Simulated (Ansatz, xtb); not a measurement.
# Ligand exchange: CHBr2Cl + BHF2 → CH2BrCl + BBrF2

Gas-phase species: CHBr2Cl (chlorodibromomethane) `ClC(Br)Br`, singlet; BHF2 `FBF`, singlet; CH2BrCl (bromochloromethane) `ClCBr`, singlet; BBrF2 `FB(F)Br`, singlet. The partners trade Br for H: C–Br and B–H bonds give way to C–H and B–Br.

Shapes, held fixed at every level: PBE0-D4/def2-TZVP. Programs: Ansatz 0.2.0, xtb 6.7.1, xtb 6.7.1 later snapshot. The zero-point and thermal change to 298 K, harmonic and unscaled (PBE0-D4/def2-TZVP), is +5.6 kJ/mol.

**The experiment to reproduce.** Tabulated heats of formation (Active Thermochemical Tables, NIST-JANAF tables): CHBr2Cl -3.0 (ATcT); BHF2 -733.9 (JANAF); CH2BrCl -44.7 (ATcT); BBrF2 -820.1 (JANAF) kJ/mol, which give ΔH(298 K) = -127.9 kJ/mol.

| level | kind | ΔH (kJ/mol) | computed − measured |
| --- | --- | --- | --- |
| GFN0-xTB | semi-empirical | -104.6 | +23.2 |
| HF/def2-SVP | Hartree–Fock | -160.7 | -32.8 |
| r2SCAN-D4/def2-TZVPP | meta-GGA | -139.0 | -11.1 |
| r2SCAN0-D4/def2-TZVPP | global hybrid | -143.2 | -15.3 |
| wB97M-V/def2-TZVPP | range-separated hybrid | -135.5 | -7.6 |
| B2PLYP/def2-TZVPP | double hybrid | -133.6 | -5.7 |
| MP2/def2-SVP | perturbation theory | -141.7 | -13.8 |
| CCSD/def2-TZVPP | coupled cluster or CI | -137.0 | -9.1 |
| CCSD(T)/def2-TZVPP | coupled cluster or CI | -133.4 | -5.5 |

Nearest: CCSD(T)/def2-TZVPP (-5.5); farthest: HF/def2-SVP (-32.8). 4 of 9 levels lie within 10 kJ/mol. The tabulated values of BHF2, BBrF2 are in doubt (older tables, estimates, or at odds with other calculations) and kept here. Relativity is left out for Br. Outer-core shells of Br are correlated, in sets that cover them unevenly.

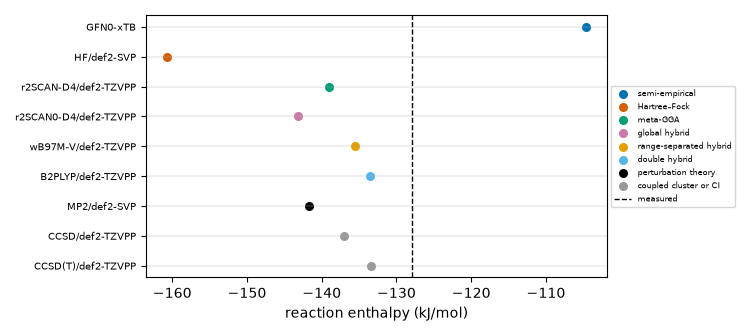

The values of the table, level by level.
